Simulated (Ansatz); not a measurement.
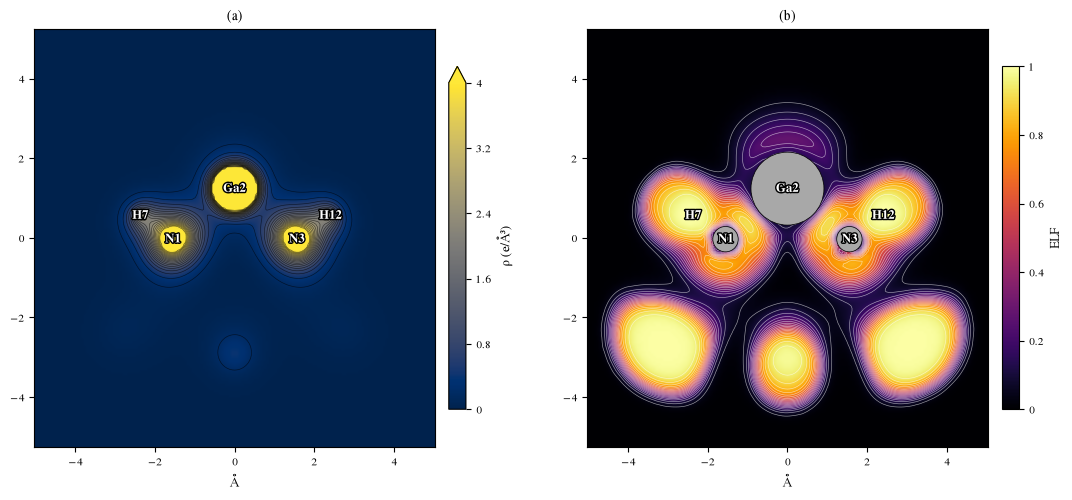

Figure 1: Ga3H12N3. (a) total electron density; (b) ELF on the plane of atoms N1, Ga2 and N3. Grey discs cover the atomic cores in the ELF map.

Geometry: PBE0-D4/def2-SVP.

All numbers below come from RKS PBE0-D4/def2-TZVP in Ansatz 0.2.0.

```yaml
atoms:
  - { symbol: N, position_ang: [-0.0052, -1.7974, -0.2981] }
  - { symbol: Ga, position_ang: [-1.7500, -1.0040, 0.3026] }
  - { symbol: N, position_ang: [-1.5542, 0.9020, -0.3004] }
  - { symbol: Ga, position_ang: [1.7452, -1.0135, 0.2990] }
  - { symbol: N, position_ang: [1.5585, 0.8940, -0.3023] }
  - { symbol: Ga, position_ang: [0.0054, 2.0187, 0.2958] }
  - { symbol: H, position_ang: [-0.0074, -2.7548, 0.0626] }
  - { symbol: H, position_ang: [-0.0066, -1.9202, -1.3122] }
  - { symbol: H, position_ang: [-2.8728, -1.6491, -0.6051] }
  - { symbol: H, position_ang: [-1.7724, -1.0155, 1.8707] }
  - { symbol: H, position_ang: [-1.6604, 0.9614, -1.3147] }
  - { symbol: H, position_ang: [-2.3821, 1.3837, 0.0592] }
  - { symbol: H, position_ang: [2.8625, -1.6639, -0.6117] }
  - { symbol: H, position_ang: [1.7712, -1.0262, 1.8671] }
  - { symbol: H, position_ang: [1.6642, 0.9536, -1.3166] }
  - { symbol: H, position_ang: [2.3892, 1.3710, 0.0571] }
  - { symbol: H, position_ang: [0.0065, 2.0501, 1.8639] }
  - { symbol: H, position_ang: [0.0083, 3.3099, -0.6170] }
```

Describe what can be read from this map.

Answer. The section cuts through N, Ga and H sites. Ga–N (2.01 Å): ρ is about 0.63 e/Å³ halfway; the ELF peaks at about 0.90 in the valence shell of N, 0.7 Å from its nucleus, and is about 0.35 at the midpoint. N–H (1.02 Å): the density is about 2.8 e/Å³ at the midpoint; the ELF climbs to about 1 towards the hydrogen, as it does in any bond to H (a covalent bond by its length).
